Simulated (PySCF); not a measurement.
**C₃H₈BFO: electronic excitations at several levels of theory**

Aim: compute the electronic excitations of C₃H₈BFO (`CCB(F)OC`) at several levels, and see how far they spread and what each costs.

Computed with PySCF 2.14.0, with density-fitted response routines of our own, on a single molecule in the gas phase. Atoms count from 0, in the outputs and in this text.

### Step 1. The molecule as given

14 atoms, charge 0, multiplicity 1; geometry from: GFN2-xTB. The atoms were then displaced at random by about 0.01 Å, so the start is not that level's minimum.

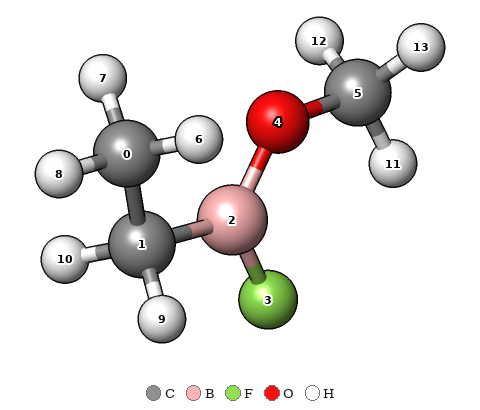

The starting geometry (carbon grey, boron pink, fluorine green, oxygen red, hydrogen white), atoms numbered.

### Step 2. Geometry optimisation at PBE0-D3(BJ)/def2-SVP

Job settings and geometry (Å):

```
{"job": {"xc": "PBE0", "basis": "def2-SVP", "d3": "d3bj", "grid": 1, "shake": 0.01, "kind": "geom"}, "charge": 0, "multiplicity": 1}
C     -1.937920    -0.187450     0.601450
C     -1.299420     0.120950    -0.751220
B      0.275120     0.083530    -0.733840
F      0.994840     0.124730    -1.902040
O      0.978880     0.018080     0.397030
C      2.387070     0.003630     0.502580
H     -1.686270    -1.160420     0.942390
H     -1.606450     0.557340     1.338920
H     -3.042920    -0.091740     0.533910
H     -1.663210    -0.587570    -1.483400
H     -1.622040     1.107270    -1.092210
H      2.862900    -0.171760    -0.460000
H      2.703350     0.965820     0.896400
H      2.648910    -0.797500     1.202280
```

Command:

```bash
$ OMP_NUM_THREADS=1 python probes_run.py task.json out
```

This one command runs all jobs of the session in turn.

The program printed:

```text
step   0  E = -318.57682168  max force = 0.034183
step   1  E = -318.57970504  max force = 0.008181
step   2  E = -318.58035958  max force = 0.006041
step   3  E = -318.58059865  max force = 0.003851
step   4  E = -318.58065901  max force = 0.000799
step   5  E = -318.58067702  max force = 0.000385
step   6  E = -318.58069614  max force = 0.000580
step   7  E = -318.58071186  max force = 0.000866
step   8  E = -318.58074164  max force = 0.000908
step   9  E = -318.58076606  max force = 0.000478
step  10  E = -318.58078273  max force = 0.000338
step  11  E = -318.58079230  max force = 0.000521
step  12  E = -318.58080485  max force = 0.000727
step  13  E = -318.58082136  max force = 0.000621
step  14  E = -318.58083830  max force = 0.000342
step  15  E = -318.58084675  max force = 0.000162
optimisation converged
```

It took 80 s on 1 thread of Arm Neoverse V2, shared host; peak memory 0.51 GiB.

The steps of the relaxation:

```tsv
step	energy from step 0 (eV)	largest force component (eV/Å)
0	0.0000	1.7578
1	-0.0785	0.4207
2	-0.0963	0.3106
3	-0.1028	0.1980
4	-0.1044	0.0411
5	-0.1049	0.0198
6	-0.1054	0.0298
7	-0.1059	0.0445
8	-0.1067	0.0467
9	-0.1073	0.0246
10	-0.1078	0.0174
11	-0.1080	0.0268
12	-0.1084	0.0374
13	-0.1088	0.0319
14	-0.1093	0.0176
15	-0.1095	0.0083
```

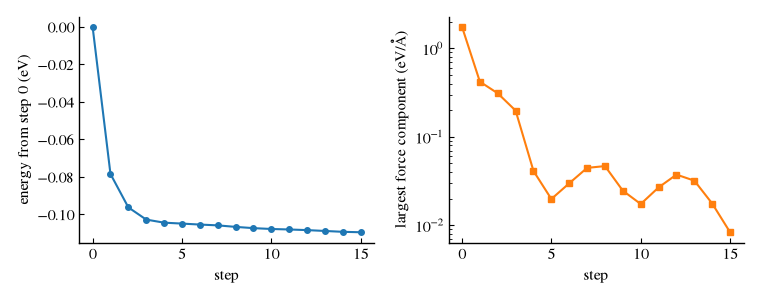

Energy and force, step by step.

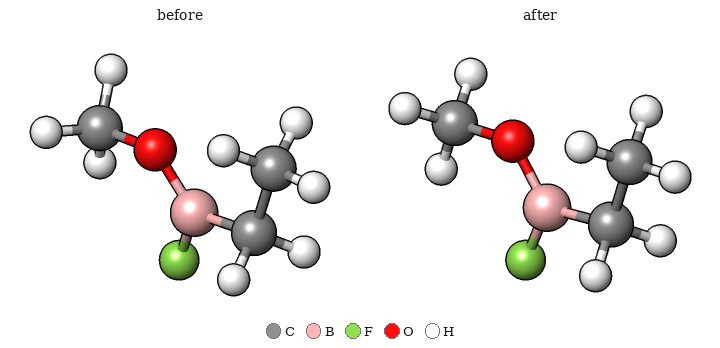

Before and after, at one scale.

Close pairs (by a distance rule), those that changed most:

```tsv
bond	before (Å)	after (Å)	change (Å)
C0–H6	1.061	1.101	+0.039
B2–F3	1.373	1.342	-0.031
C1–H9	1.082	1.106	+0.024
C5–H12	1.087	1.101	+0.014
C1–H10	1.092	1.106	+0.013
B2–O4	1.334	1.346	+0.012
C5–H11	1.088	1.100	+0.012
C0–H8	1.111	1.101	-0.010
```

The end geometry stands in the next job.

```tsv
at the end point	value
rotational constants (GHz, main isotopes)	5.370, 2.430, 1.727
dipole moment (D)	0.98
```

### Step 3. Ultraviolet spectrum: PBE0/def2-SVP

Job settings and geometry (Å):

```
{"job": {"kind": "uv", "xc": "PBE0", "basis": "def2-SVP"}, "charge": 0, "multiplicity": 1}
C     -1.950170    -0.198549     0.606104
C     -1.291325     0.061314    -0.741402
B      0.273699     0.140102    -0.724221
F      0.939363     0.397437    -1.860193
O      0.971000    -0.047322     0.411736
C      2.373901     0.022947     0.491242
H     -1.600468    -1.145474     1.044725
H     -1.704615     0.593838     1.329544
H     -3.046901    -0.250629     0.526956
H     -1.570791    -0.716370    -1.476487
H     -1.662504     1.000291    -1.192128
H      2.834069     0.230176    -0.486538
H      2.657525     0.818996     1.196701
H      2.763214    -0.932011     0.875823
```

Level: TDDFT PBE0/def2-SVP, vertical, gas phase, core orbitals frozen in the response.

The program printed:

```text
coarse grid: 11480 points
cycle   1  E = -318.4345631647  dE =  4.745e-01  |g| = 6.866e-01  |ddm| = 3.632e+00
cycle   2  E = -318.3673119659  dE =  6.725e-02  |g| = 9.284e-01  |ddm| = 1.319e+00
cycle   3  E = -318.5238931829  dE = -1.566e-01  |g| = 8.969e-02  |ddm| = 7.581e-01
cycle   4  E = -318.5252880988  dE = -1.395e-03  |g| = 3.606e-02  |ddm| = 9.184e-02
cycle   5  E = -318.5255214059  dE = -2.333e-04  |g| = 7.632e-03  |ddm| = 2.953e-02
cycle   6  E = -318.5255308078  dE = -9.402e-06  |g| = 2.946e-03  |ddm| = 8.443e-03
final grid: 110624 points
cycle   7  E = -318.5732598102  dE = -2.934e-05  |g| = 9.791e-03  |ddm| = 2.160e-02
cycle   8  E = -318.5732393099  dE =  2.050e-05  |g| = 1.461e-02  |ddm| = 1.684e-02
cycle   9  E = -318.5732781089  dE = -3.880e-05  |g| = 1.162e-03  |ddm| = 1.022e-02
cycle  10  E = -318.5732784271  dE = -3.182e-07  |g| = 1.405e-04  |ddm| = 1.102e-03
cycle  11  E = -318.5732784314  dE = -4.241e-09  |g| = 3.836e-05  |ddm| = 1.542e-04
cycle  12  E = -318.5732784317  dE = -3.508e-10  |g| = 9.680e-06  |ddm| = 5.092e-05
converged SCF energy = -318.5732784317

Static polarisability (au): isotropic 47.362, principal 39.948 45.983 56.155

Singlet excitations
state   eV       nm        f      main configurations
  1   8.5142    145.6   0.01223   H->L 0.96
  2   8.8013    140.9   0.00246   H-2->L 0.97
  3   9.1177    136.0   0.23020   H-1->L 0.88
  4   9.3008    133.3   0.06746   H->L+1 0.85
  5   9.3614    132.4   0.01599   H-1->L+1 0.92
  6   9.5619    129.7   0.00719   H-3->L 0.94
  7   9.8014    126.5   0.00756   H-2->L+1 0.89
  8   9.8979    125.3   0.00087   H-4->L 0.79, H-3->L+1 0.14
  9   9.9545    124.6   0.00162   H-3->L+1 0.59, H-4->L 0.18, H-1->L+2 0.15
 10  10.1324    122.4   0.02500   H-1->L+2 0.71, H-3->L+1 0.16

Triplet excitations (Tamm-Dancoff, eV): 7.6842 7.7015 8.4969 8.8866
```

It took 16 s on 1 thread of Arm Neoverse V2, shared host; peak memory 0.64 GiB.

The orbitals next to the gap, with their largest atomic shares:

```tsv
orbital	eV	atoms
HOMO−3	-9.48	C0 26 %, C1 18 %, H7 13 %
HOMO−2	-9.36	O4 54 %, C5 14 %, H11 13 %
HOMO−1	-8.92	O4 52 %, C5 12 %, H12 9 %
HOMO	-8.80	C1 32 %, B2 19 %, C0 13 %
LUMO	1.27	B2 64 %, O4 11 %, F3 7 %
LUMO+1	1.85	B2 22 %, H10 10 %, H9 10 %
LUMO+2	2.42	H12 18 %, H13 18 %, H11 13 %
```

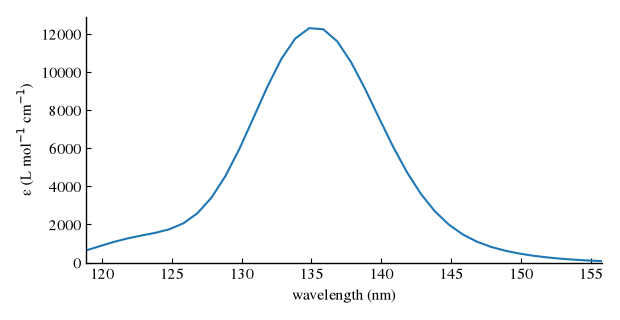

Absorption spectrum: each of the 10 states is a Gaussian band of 0.4 eV half-width at 1/e. Beyond the last state computed it falls off for lack of states.

Further results of this job:

```tsv
property	computed
dipole moment (D)	0.98
polarisability (Å³)	7.02
HOMO–LUMO gap (eV)	10.07
−ε(HOMO) (eV)	8.80
```

### Step 4. Excited states and response: PBE0/def2-TZVP

Same as in step 3 but for these lines:

```diff
@@ -1,2 +1,2 @@
-{"job": {"kind": "uv", "xc": "PBE0", "basis": "def2-SVP"}, "charge": 0, "multiplicity": 1}
+{"job": {"kind": "uv", "xc": "PBE0", "basis": "def2-TZVP"}, "charge": 0, "multiplicity": 1}
 C     -1.950170    -0.198549     0.606104
```

Level: TDDFT PBE0/def2-TZVP, vertical, gas phase, core orbitals frozen in the response.

The program printed:

```text
coarse grid: 11480 points
cycle   1  E = -318.8441119410  dE =  5.107e-01  |g| = 7.389e-01  |ddm| = 2.577e+00
cycle   2  E = -318.7561020410  dE =  8.801e-02  |g| = 1.045e+00  |ddm| = 1.088e+00
cycle   3  E = -318.9410118957  dE = -1.849e-01  |g| = 9.833e-02  |ddm| = 6.671e-01
cycle   4  E = -318.9425138428  dE = -1.502e-03  |g| = 4.618e-02  |ddm| = 7.781e-02
cycle   5  E = -318.9428670431  dE = -3.532e-04  |g| = 9.368e-03  |ddm| = 2.634e-02
cycle   6  E = -318.9428794746  dE = -1.243e-05  |g| = 3.568e-03  |ddm| = 6.819e-03
cycle   7  E = -318.9428819929  dE = -2.518e-06  |g| = 3.526e-04  |ddm| = 2.131e-03
final grid: 110624 points
cycle   8  E = -318.9354498357  dE = -1.038e-04  |g| = 1.052e-02  |ddm| = 6.976e-02
cycle   9  E = -318.9354322218  dE =  1.761e-05  |g| = 1.459e-02  |ddm| = 1.321e-02
cycle  10  E = -318.9354703643  dE = -3.814e-05  |g| = 1.666e-03  |ddm| = 7.584e-03
cycle  11  E = -318.9354708951  dE = -5.308e-07  |g| = 2.963e-04  |ddm| = 1.142e-03
cycle  12  E = -318.9354709140  dE = -1.888e-08  |g| = 7.397e-05  |ddm| = 2.251e-04
cycle  13  E = -318.9354709151  dE = -1.120e-09  |g| = 2.230e-05  |ddm| = 6.425e-05
cycle  14  E = -318.9354709152  dE = -8.345e-11  |g| = 5.670e-06  |ddm| = 1.450e-05
converged SCF energy = -318.9354709152

Static polarisability (au): isotropic 54.077, principal 45.613 53.385 63.234

Singlet excitations
state   eV       nm        f      main configurations
  1   8.3990    147.6   0.00925   H->L+1 0.87
  2   8.5454    145.1   0.00540   H->L 0.89
  3   8.5915    144.3   0.00381   H-1->L 0.92
  4   8.7211    142.2   0.00176   H-2->L+1 0.93
  5   8.9454    138.6   0.25448   H-1->L+1 0.93
  6   9.0499    137.0   0.00199   H-2->L 0.91
  7   9.2179    134.5   0.00034   H-3->L 0.88
  8   9.4117    131.7   0.00653   H-3->L+1 0.94
  9   9.4832    130.7   0.02704   H-1->L+2 0.84
 10   9.5410    129.9   0.01059   H->L+2 0.83

Triplet excitations (Tamm-Dancoff, eV): 7.6016 7.6444 8.3137 8.3696
```

It took 43 s on 1 thread of Arm Neoverse V2, shared host; peak memory 0.91 GiB.

This run: HOMO -8.90 eV, LUMO 0.93 eV; lowest singlet 8.40 eV.

### Step 5. Ultraviolet spectrum: PBE0/aug-cc-pVDZ

Same as in step 4 but for these lines:

```diff
@@ -1,2 +1,2 @@
-{"job": {"kind": "uv", "xc": "PBE0", "basis": "def2-TZVP"}, "charge": 0, "multiplicity": 1}
+{"job": {"kind": "uv", "xc": "PBE0", "basis": "aug-cc-pVDZ"}, "charge": 0, "multiplicity": 1}
 C     -1.950170    -0.198549     0.606104
```

Level: TDDFT PBE0/aug-cc-pVDZ, vertical, gas phase, core orbitals frozen in the response.

The program printed:

```text
coarse grid: 11480 points
cycle   1  E = -318.7464766295  dE =  5.399e-01  |g| = 6.806e-01  |ddm| = 8.452e+00
cycle   2  E = -318.6661072870  dE =  8.037e-02  |g| = 9.589e-01  |ddm| = 2.285e+00
cycle   3  E = -318.8352704834  dE = -1.692e-01  |g| = 9.638e-02  |ddm| = 1.197e+00
cycle   4  E = -318.8368986533  dE = -1.628e-03  |g| = 3.751e-02  |ddm| = 1.766e-01
cycle   5  E = -318.8371477756  dE = -2.491e-04  |g| = 8.371e-03  |ddm| = 5.801e-02
cycle   6  E = -318.8371586860  dE = -1.091e-05  |g| = 3.279e-03  |ddm| = 1.703e-02
cycle   7  E = -318.8371610057  dE = -2.320e-06  |g| = 2.488e-04  |ddm| = 5.197e-03
final grid: 110624 points
cycle   8  E = -318.8414276758  dE = -3.574e-05  |g| = 9.209e-03  |ddm| = 1.613e-01
cycle   9  E = -318.8414151260  dE =  1.255e-05  |g| = 1.235e-02  |ddm| = 3.667e-02
cycle  10  E = -318.8414464348  dE = -3.131e-05  |g| = 1.485e-03  |ddm| = 1.816e-02
cycle  11  E = -318.8414468986  dE = -4.638e-07  |g| = 1.817e-04  |ddm| = 2.288e-03
cycle  12  E = -318.8414469047  dE = -6.091e-09  |g| = 7.478e-05  |ddm| = 4.647e-04
cycle  13  E = -318.8414469058  dE = -1.073e-09  |g| = 2.387e-05  |ddm| = 1.521e-04
cycle  14  E = -318.8414469059  dE = -9.766e-11  |g| = 4.753e-06  |ddm| = 4.009e-05
converged SCF energy = -318.8414469059

Static polarisability (au): isotropic 56.939, principal 47.642 56.289 66.886

Singlet excitations
state   eV       nm        f      main configurations
  1   7.8188    158.6   0.00277   H->L 0.82, H->L+1 0.10
  2   7.8416    158.1   0.00951   H-1->L 0.87
  3   8.2616    150.1   0.00108   H->L+2 0.58, H->L+4 0.22, H->L+7 0.11
  4   8.2929    149.5   0.00046   H-2->L 0.65, H->L+1 0.25
  5   8.3347    148.8   0.01065   H-1->L+1 0.67, H-3->L 0.17
  6   8.3805    147.9   0.00908   H->L+1 0.57, H-2->L 0.26
  7   8.4851    146.1   0.00113   H-3->L 0.63, H-1->L+1 0.16, H-3->L+1 0.13
  8   8.5310    145.3   0.12636   H-1->L+2 0.88
  9   8.5606    144.8   0.02589   H->L+3 0.92
 10   8.5959    144.2   0.00182   H-2->L+2 0.53, H-2->L+4 0.28, H-2->L+7 0.09

Triplet excitations (Tamm-Dancoff, eV): 7.5388 7.5513 7.6889 7.7129
```

Run time: 41 s. Hardware: 1 thread of Arm Neoverse V2, shared host; peak memory 0.9 GiB.

In short: HOMO -8.91 eV, LUMO -0.08 eV; lowest singlet 7.82 eV.

### Step 6. Ultraviolet spectrum: PBE0/def2-TZVPD

Same as in step 5 but for these lines:

```diff
@@ -1,2 +1,2 @@
-{"job": {"kind": "uv", "xc": "PBE0", "basis": "aug-cc-pVDZ"}, "charge": 0, "multiplicity": 1}
+{"job": {"kind": "uv", "xc": "PBE0", "basis": "def2-TZVPD"}, "charge": 0, "multiplicity": 1}
 C     -1.950170    -0.198549     0.606104
```

Level: TDDFT PBE0/def2-TZVPD, vertical, gas phase, core orbitals frozen in the response.

The program printed:

```text
coarse grid: 11480 points
cycle   1  E = -318.8450402904  dE =  5.116e-01  |g| = 7.396e-01  |ddm| = 3.087e+00
cycle   2  E = -318.7537788991  dE =  9.126e-02  |g| = 1.053e+00  |ddm| = 1.628e+00
cycle   3  E = -318.9421063475  dE = -1.883e-01  |g| = 9.895e-02  |ddm| = 8.071e-01
cycle   4  E = -318.9436222651  dE = -1.516e-03  |g| = 4.683e-02  |ddm| = 1.010e-01
cycle   5  E = -318.9439875885  dE = -3.653e-04  |g| = 9.573e-03  |ddm| = 3.568e-02
cycle   6  E = -318.9440004097  dE = -1.282e-05  |g| = 3.660e-03  |ddm| = 1.075e-02
cycle   7  E = -318.9440030591  dE = -2.649e-06  |g| = 3.381e-04  |ddm| = 3.522e-03
final grid: 110624 points
cycle   8  E = -318.9365885037  dE = -1.082e-04  |g| = 1.052e-02  |ddm| = 2.774e-01
cycle   9  E = -318.9365707972  dE =  1.771e-05  |g| = 1.462e-02  |ddm| = 1.962e-02
cycle  10  E = -318.9366090362  dE = -3.824e-05  |g| = 1.686e-03  |ddm| = 1.001e-02
cycle  11  E = -318.9366095804  dE = -5.442e-07  |g| = 3.011e-04  |ddm| = 1.634e-03
cycle  12  E = -318.9366095998  dE = -1.948e-08  |g| = 7.502e-05  |ddm| = 4.304e-04
cycle  13  E = -318.9366096010  dE = -1.165e-09  |g| = 2.251e-05  |ddm| = 1.011e-04
cycle  14  E = -318.9366096011  dE = -8.674e-11  |g| = 5.818e-06  |ddm| = 2.111e-05
converged SCF energy = -318.9366096011

Static polarisability (au): isotropic 56.849, principal 47.766 56.195 66.586

Singlet excitations
state   eV       nm        f      main configurations
  1   7.9431    156.1   0.00376   H->L 0.91
  2   7.9772    155.4   0.00751   H-1->L 0.93
  3   8.3497    148.5   0.00403   H->L+2 0.92
  4   8.4293    147.1   0.00067   H-2->L 0.92
  5   8.5657    144.7   0.00720   H-3->L 0.56, H-1->L+1 0.37
  6   8.6638    143.1   0.00678   H->L+1 0.72, H-2->L+2 0.10
  7   8.6711    143.0   0.00276   H-2->L+2 0.82, H->L+1 0.09
  8   8.6852    142.8   0.01032   H-1->L+1 0.55, H-3->L 0.31
  9   8.8061    140.8   0.22366   H-1->L+2 0.94
 10   8.8956    139.4   0.04047   H->L+3 0.91

Triplet excitations (Tamm-Dancoff, eV): 7.5684 7.6145 7.8007 7.8379
```

Run time: 71 s. Hardware: 1 thread of Arm Neoverse V2, shared host; peak memory 1.1 GiB.

In short: HOMO -8.91 eV, LUMO 0.12 eV; lowest singlet 7.94 eV.

### Step 7. TDDFT and polarisability: PBE0/6-31+G*

Same as in step 6 but for these lines:

```diff
@@ -1,2 +1,2 @@
-{"job": {"kind": "uv", "xc": "PBE0", "basis": "def2-TZVPD"}, "charge": 0, "multiplicity": 1}
+{"job": {"kind": "uv", "xc": "PBE0", "basis": "6-31+G*"}, "charge": 0, "multiplicity": 1}
 C     -1.950170    -0.198549     0.606104
```

Method: TDDFT PBE0/6-31+G*, vertical, gas phase, core orbitals frozen in the response.

The program printed:

```text
coarse grid: 11480 points
cycle   1  E = -318.7620897212  dE =  5.234e-01  |g| = 6.732e-01  |ddm| = 3.180e+00
cycle   2  E = -318.6869686444  dE =  7.512e-02  |g| = 9.376e-01  |ddm| = 1.242e+00
cycle   3  E = -318.8503014492  dE = -1.633e-01  |g| = 9.447e-02  |ddm| = 7.353e-01
cycle   4  E = -318.8518939173  dE = -1.592e-03  |g| = 3.547e-02  |ddm| = 9.249e-02
cycle   5  E = -318.8521194680  dE = -2.256e-04  |g| = 8.162e-03  |ddm| = 2.693e-02
cycle   6  E = -318.8521300942  dE = -1.063e-05  |g| = 3.103e-03  |ddm| = 9.326e-03
cycle   7  E = -318.8521321179  dE = -2.024e-06  |g| = 2.481e-04  |ddm| = 3.022e-03
final grid: 110624 points
cycle   8  E = -318.8138984084  dE = -2.902e-05  |g| = 9.163e-03  |ddm| = 4.302e-02
cycle   9  E = -318.8138860348  dE =  1.237e-05  |g| = 1.229e-02  |ddm| = 1.641e-02
cycle  10  E = -318.8139174762  dE = -3.144e-05  |g| = 1.410e-03  |ddm| = 9.161e-03
cycle  11  E = -318.8139179020  dE = -4.258e-07  |g| = 1.630e-04  |ddm| = 1.285e-03
cycle  12  E = -318.8139179064  dE = -4.373e-09  |g| = 7.428e-05  |ddm| = 2.017e-04
cycle  13  E = -318.8139179073  dE = -9.658e-10  |g| = 2.312e-05  |ddm| = 7.230e-05
converged SCF energy = -318.8139179073

Static polarisability (au): isotropic 51.427, principal 43.112 50.913 60.255

Singlet excitations
state   eV       nm        f      main configurations
  1   7.9584    155.8   0.00439   H->L 0.91
  2   8.0234    154.5   0.00676   H-1->L 0.92
  3   8.3753    148.0   0.00270   H->L+2 0.86
  4   8.4731    146.3   0.00037   H-2->L 0.80, H->L+1 0.12
  5   8.5163    145.6   0.00964   H-1->L+1 0.75, H-3->L 0.15
  6   8.5898    144.3   0.01260   H->L+1 0.74, H-2->L 0.12
  7   8.6671    143.1   0.00228   H-3->L 0.71, H-1->L+1 0.14, H-3->L+1 0.10
  8   8.6972    142.6   0.00620   H-2->L+2 0.78, H-2->L+5 0.13
  9   8.7438    141.8   0.14191   H-1->L+2 0.91
 10   8.8273    140.5   0.02917   H->L+3 0.95

Triplet excitations (Tamm-Dancoff, eV): 7.6406 7.6584 7.8166 7.8911
```

Run time: 19 s. Hardware: 1 thread of Arm Neoverse V2, shared host; peak memory 0.68 GiB.

This run: HOMO -8.90 eV, LUMO 0.16 eV; lowest singlet 7.96 eV.

### Step 8. Comparing the runs: electronic excitations

Excitations and ground-state properties, with basis size and wall time:

```tsv
run	lowest singlet (eV)	brightest (eV)	f	gap (eV)	α (Å³)	μ (D)	functions	time
PBE0/def2-SVP	8.51	9.12	0.230	10.07	7.02	0.98	124	16 s
PBE0/def2-TZVP	8.40	8.95	0.254	9.83	8.01	0.89	234	43 s
PBE0/aug-cc-pVDZ	7.82	8.53	0.126	8.83	8.44	0.87	210	41 s
PBE0/def2-TZVPD	7.94	8.81	0.224	9.04	8.42	0.86	300	71 s
PBE0/6-31+G*	7.96	8.74	0.142	9.06	7.62	0.93	124	19 s
```

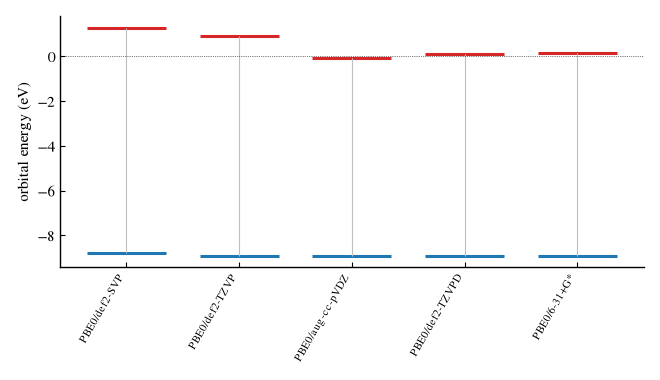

HOMO (blue) and LUMO (red) run by run.

### Step 9. What came out

| quantity | value |
| --- | --- |
| rotational constants (main isotopes) | 5.37, 2.43, 1.73 GHz |
| lowest singlet (PBE0/def2-SVP) | 8.51 eV (146 nm), f = 0.012 |
| brightest single state of those computed | state 3, 9.12 eV, f = 0.230 |
| lowest triplet | 7.68 eV |
| range of the lowest singlet | 7.82 to 8.51 eV |

**Reading.** Single values in the summary come from the first run of each kind that ended normally (PBE0/def2-SVP), which need not be the best level. Relaxing lowered the energy by 0.110 eV in 15 steps; the close pair that moved most is C0–H6, from 1.061 to 1.101 Å. No frequency check was run at this level, so the end point may be a saddle. The lowest singlet, at 8.51 eV, is HOMO→LUMO 0.96 and is weak; of the 10 states computed, the strongest absorption comes from state 3 at 9.12 eV. The lowest triplet lies 0.83 eV below the lowest singlet (triplets in Tamm-Dancoff, singlets in full TDDFT). States above −ε(HOMO) lie where TDDFT describes them poorly and they hang on the basis; the brightest is among them. The basis of PBE0/def2-SVP has no diffuse functions, so Rydberg states are missing and the high states are unreliable. The lowest singlet runs from 7.82 eV (PBE0/aug-cc-pVDZ) to 8.51 eV (PBE0/def2-SVP), while the orbital gap spans 8.83 to 10.07 eV. The lowest state need not be the same one in every run.
